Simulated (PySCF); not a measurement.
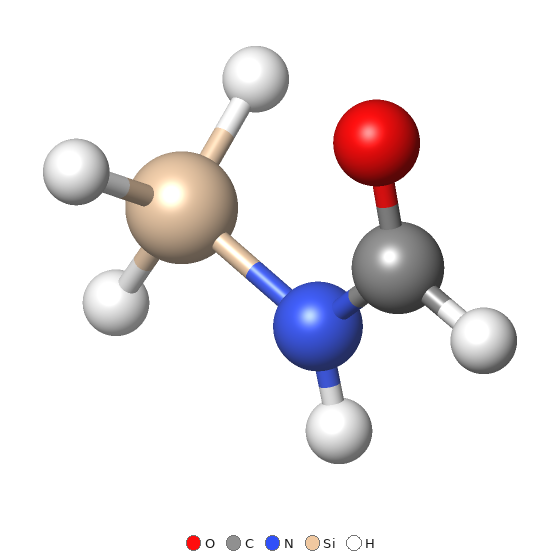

The molecule: CH₅NOSi, SMILES O=CN[SiH3].

Vertical TDDFT excitations, PBE0/def2-SVPD in PySCF, at a GFN2-xTB geometry (no frequency check), gas phase.

What does its absorption spectrum look like?

Answer. The lowest singlet lies at 5.70 eV (218 nm, f = 0.001); the brightest of the first 6 is S4 at 7.43 eV (167 nm), f = 0.131, mixed, the largest part being HOMO−1 → LUMO (48 %). No singlet lies below 3.1 eV (beyond 400 nm), so at this level no vertical transition falls in the visible.


| state | E (eV) | λ (nm) | f | main character |
| --- | --- | --- | --- | --- |
| S1 | 5.70 | 218 | 0.001 | HOMO → LUMO (98 %) |
| S2 | 6.89 | 180 | 0.004 | HOMO → LUMO+1 (65 %) |
| S3 | 7.01 | 177 | 0.001 | HOMO−1 → LUMO+1 (98 %) |
| S4 | 7.43 | 167 | 0.131 | HOMO−1 → LUMO (48 %) |
| S5 | 7.69 | 161 | 0.092 | HOMO → LUMO+2 (68 %) |
| S6 | 7.77 | 160 | 0.000 | HOMO−1 → LUMO+2 (71 %) |

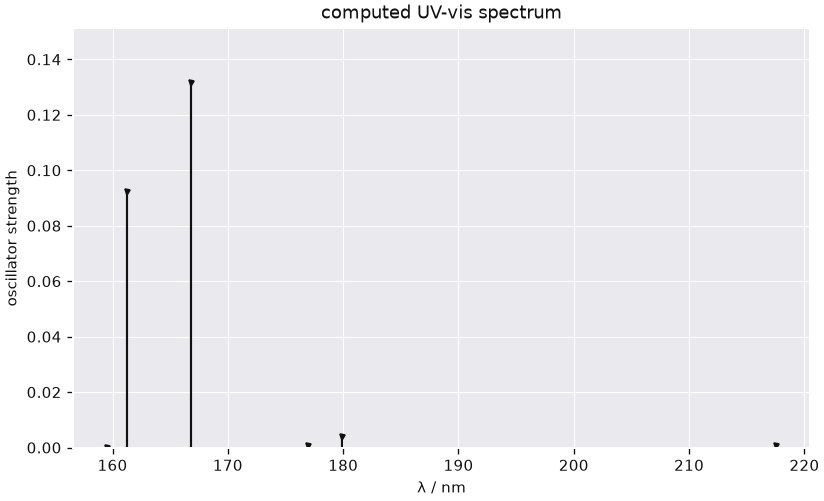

The lowest 6 singlet states are shown.

Caveats: the tight-binding geometry is rougher than a DFT one and adds to the error; one conformer of a flexible molecule; core orbitals are frozen in the response.
